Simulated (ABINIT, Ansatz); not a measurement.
# Quasiparticle gap of GaN (P6_3mc) in ABINIT, part 3 of 3

Wanted: ground state, empty states, screening and self-energy for GaN (P6_3mc).

ABINIT 10.8.3; LDA and many-body steps on it, plane waves. Known limits of the many-body steps: not at the basis limit; exchange with frozen shells missing; no spin-orbit coupling; coarse k mesh.

So far. Step 4 (Empty states on the mesh, 3×3×2 mesh, 161 bands): On this mesh the gap is 2.009 eV. Step 5 (Screening, 3×3×2 mesh, 153 bands, screening to 217.7 eV): Local fields lower ε∞ by 8 %. On a Γ-centred mesh this coarse the value itself is usually too large, while a short band sum pulls it down.

The database entry behind the starting cell differs from later determinations by our own check (about 0.3 % short, ideal inner coordinate), so it need not match the best structure at ambient conditions.

### 6. Self-energy, 3×3×2 mesh, 153 bands, screening to 217.7 eV

The self-energy is evaluated for the states that the input lists, and the levels follow from it, in one-shot runs by the linearised quasiparticle equation.

This step: G0W0 on LDA, plane waves, norm-conserving pseudopotentials.

The input, run.abi:

```
acell 3*1.0 Angstrom
rprim 
  3.179999999980 0.000000000005 0.000000000000
  -1.589999999994 2.753960784015 0.000000000000
  0.000000000000 0.000000000000 5.166000000000
ntypat 2
znucl 31 7
natom 4
typat 1 1 2 2
xred 
  0.333333333333 0.666666666667 0.000000000000
  0.666666666667 0.333333333333 0.500000000000
  0.333333333333 0.666666666667 0.375000000000
  0.666666666667 0.333333333333 0.875000000000
pp_dirpath "pseudos"
pseudos "Ga.upf, N.upf"
ecut 36
ngkpt 3 3 2
nshiftk 1
shiftk 0 0 0
kptopt 1
chksymbreak 0
istwfk *1
occopt 1
irdwfk 1
optdriver 4
nband 153
gwcalctyp 0
ecutsigx 36
symsigma 1
nkptgw 1
kptgw 
  0.0000000000 0.0000000000 0.0000000000
bdgw 
  17 20
ecuteps 8
irdscr 1
ppmodel 1
indata_prefix "in"
outdata_prefix "out"
tmpdata_prefix "tmp"
```

On the command line:

```sh
OMP_NUM_THREADS=1 mpirun -n 4 abinit run.abi > log
```

Numbers of over 12 decimals in the logs are rounded to 6 here.

The log of the run:

```text
.Version 10.8.3 of ABINIT. v10.8.2 released Aug 2026.

 Symmetries : space group P6_3 m c (#186); Bravais hP (primitive hexag.)
[... echo of the input left out ...]
== DATASET  1 ==================================================================
-   mpi_nproc: 4, omp_nthreads: 1 (-1 if OMP is not activated)

--- !DatasetInfo
iteration_state: {dtset: 1, }
dimensions: {natom: 4, nkpt: 6, mband: 153, nsppol: 1, nspinor: 1, nspden: 1, mpw: 3162, }
cutoff_energies: {ecut:  36.0, pawecutdg:  -1.0, }
electrons: {nelect:   3.60000000E+01, charge:   0.00000000E+00, occopt:   1.00000000E+00, tsmear:   1.00000000E-02, }

 SIGMA: Calculation of the GW corrections

 Based on a program developped by R.W. Godby, V. Olevano, G. Onida, and L. Reining.
 Incorporated in ABINIT by V. Olevano, G.-M. Rignanese, and M. Torrent.
.Using double precision arithmetic ; gwpc =  8

[... cell and pseudopotentials left out ...]
--------------------------------------------------------------------------------

 ==== K-mesh for the wavefunctions ====
 Number of points in the irreducible wedge :     6
[... list of points left out ...]
 Together with 12 symmetry operations and time-reversal symmetry
 yields    18 points in the full Brillouin Zone.

 ==== Q-mesh for screening function ====
 Number of points in the irreducible wedge :     6
[... list of points left out ...]
 Together with 12 symmetry operations and time-reversal symmetry
 yields    18 points in the full Brillouin Zone.

 vcoul_init : cutoff-mode = AUXILIARY_FUNCTION
 q-points for optical limit:   1
     1)      0.000010    0.000020    0.000030
 setmesh: FFT mesh size selected  =    30x   30x   54
          total number of points  =        48600

 Number of electrons calculated from density =   36.0000; Expected =   36.0000
 average of density, n =  0.117914
 r_s =    1.2651
 omega_plasma =   33.1237 [eV]

 === KS Band Gaps ===
  >>>> For spin  1
   Minimum direct gap =   2.0090 [eV], located at k-point      :   0.0000  0.0000  0.0000
   Fundamental gap    =   2.0090 [eV], Top of valence bands at :   0.0000  0.0000  0.0000
                                       Bottom of conduction at :   0.0000  0.0000  0.0000
 SIGMA fundamental parameters:
 PLASMON POLE MODEL  1
 number of plane-waves for SigmaX                 3153
 number of plane-waves for SigmaC and W            313
 number of plane-waves for wavefunctions          3153
 number of bands                                   153
 number of independent spin polarizations            1
 number of spinorial components                      1
 number of k-points in IBZ                           6
 number of q-points in IBZ                           6
 number of symmetry operations                      12
 number of k-points in BZ                           18
 number of q-points in BZ                           18
 number of frequencies for dSigma/dE                 9
 frequency step for dSigma/dE [eV]                0.25
 number of omega for Sigma on real axis              0
 max omega for Sigma on real axis  [eV]           0.00
 zcut for avoiding poles [eV]                     0.10

 EPSILON^-1 parameters (SCR file):
 dimension of the eps^-1 matrix on file            313
 dimension of the eps^-1 matrix used               313
 number of plane-waves for wavefunctions          3153
 number of bands                                   153
 number of q-points in IBZ                           6
 number of frequencies                               2
 number of real frequencies                          1
 number of imag frequencies                          1

 matrix elements of self-energy operator (all in [eV])

 Perturbative Calculation

--- !SelfEnergy_ee
iteration_state: {dtset: 1, }
kpoint     : [   0.000,    0.000,    0.000, ]
spin       : 1
KS_gap     :    2.009
QP_gap     :    2.564
Delta_QP_KS:    0.555
data: !SigmaeeData |
     Band     E0 <VxcDFT>   SigX SigC(E0)      Z dSigC/dE  Sig(E)    E-E0       E
       17   5.109 -18.269 -21.356   3.131   0.793  -0.262 -18.234   0.035   5.144
       18   5.109 -18.269 -21.356   3.131   0.793  -0.262 -18.234   0.035   5.144
       19   7.118 -14.315  -9.563  -4.029   0.816  -0.225 -13.725   0.590   7.708
       20   9.333 -13.895  -8.401  -4.586   0.827  -0.209 -13.144   0.751  10.084

== END DATASET(S) ==============================================================
================================================================================

 -outvars: echo values of variables after computation  --------
           etotal      0.0000000000E+00
            nband         153
             nkpt           6
          spgroup         186
 [... the other variables as echoed above ...]

 Calculation completed.
```

The job ended after 5.7 s (4 MPI ranks of Arm Neoverse V2, shared host; peak memory 0.57 GiB; 22 s of CPU time).

Numbers from this step:

- G0W0 gap on the points computed: 2.564 eV
- starting gap on the mesh: 2.009 eV
- k of the valence top: 0, 0, 0
- k of the conduction bottom: 0, 0, 0
- Z at the valence top: 0.793
- Z at the conduction bottom: 0.816
- least direct G0W0 gap on the computed points: 2.564 eV

The gap on the mesh goes from 2.01 eV to 2.56 eV, a correction of +0.56 eV.

Limits: finite bands, cutoff and mesh; exchange with frozen shells missing; no spin-orbit coupling; coarse k mesh. v1 is the top filled band, c1 the lowest empty one. The levels before and after the correction (eV, zero at the valence-band top of each column):

```csv
,conduction bottom,valence top
Kohn-Sham,2.01,0.00
G0W0,2.56,0.00
```

```csv
,level,energy (eV)
Kohn-Sham,Γ v2-v1,0.000
Kohn-Sham,Γ c1,2.009
Kohn-Sham,Γ c2,4.224
G0W0,Γ v2-v1,0.000
G0W0,Γ c1,2.564
G0W0,Γ c2,4.940
```

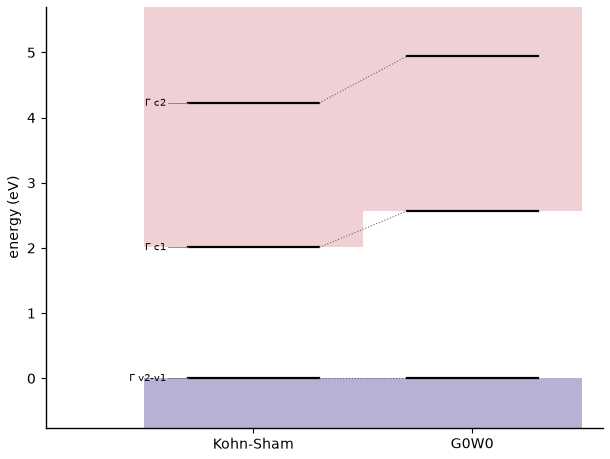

Levels before and after the correction. Shaded: valence and conduction bands.

### 7. Where the time went

Times are wall times on 4 MPI ranks of Arm Neoverse V2, shared host, good to a factor of about two.

```csv
step,time,share,memory (GiB)
ground state,17 s,15 %,0.3
bands along the symmetry lines,25 s,22 %,0.34
empty states on the mesh,42 s,38 %,2.4
screening,22 s,20 %,0.81
self-energy,5.7 s,5 %,0.57
```

### 8. Outcome

| Property | Result |
| --- | --- |
| LDA gap | 2.01 eV, direct |
| G0W0 gap on the mesh | 2.56 eV |
| GW settings | 3×3×2 mesh, 153 bands, screening to 217.7 eV, Godby-Needs plasmon pole |
| known limits | not at the basis limit; exchange with frozen shells missing; no spin-orbit coupling; coarse k mesh |

G0W0 moves the gap on the mesh from 2.01 eV to 2.56 eV (+0.56 eV), with Z of 0.79 and 0.82 at the edges. Local fields lower the RPA ε∞ on this mesh from 10.09 to 9.32; a Γ-centred mesh this coarse tends to raise both, most where the direct gap is narrow, while a short band sum lowers them. Only 1 of the mesh's irreducible points was corrected, so a valley elsewhere could overtake. The dearest step here is «empty states on the mesh». Bands and cutoff are finite, so the gap is not at the basis limit. The miss can reach some tenths of an eV and take either sign; the mesh is an error of its own. In the G0W0 run levels were corrected at 1 k point alone, so a gap called «on the mesh» is the least over those, and an edge elsewhere would be missed. The 3×3×2 mesh is coarse for this cell, which bears on the long-range parts of exchange and screening. The norm-conserving file of at least one element keeps a d shell over frozen s and p shells of the same row. Exchange with those shells is missing from the self-energy, an error of 0.3 to 0.9 eV in cases checked, whose sign depends on which edge lies on those atoms. The many-body steps are scalar-relativistic: spin-orbit coupling is not in them.

[Paths, hosts, dates, memory and timing lines, banners, echoed tables and standing remarks are left out of the program output.]

[Logs are printed without paths, hosts, clocks, repeated set-up lines and the standing remarks that a program may print on its own settings, such as how far it seeks lower states.]

[Runs of the session that timed out or met a known fault of the program may be left out.]

[Hosts, paths, dates, database ids (printed as entryN), source tags and the programs' standing remarks are cut or masked in the printed files.]

[G0W0 gaps are taken among the corrected bands and points alone; a level outside them can change the order at an edge.]

[Where Ansatz stands beside ABINIT at settings called matched, ABINIT's density can come from a denser mesh and the files from another edition; pairs whose starting gaps differed by over 0.03 eV were left out, so agreement reads better than it is.]
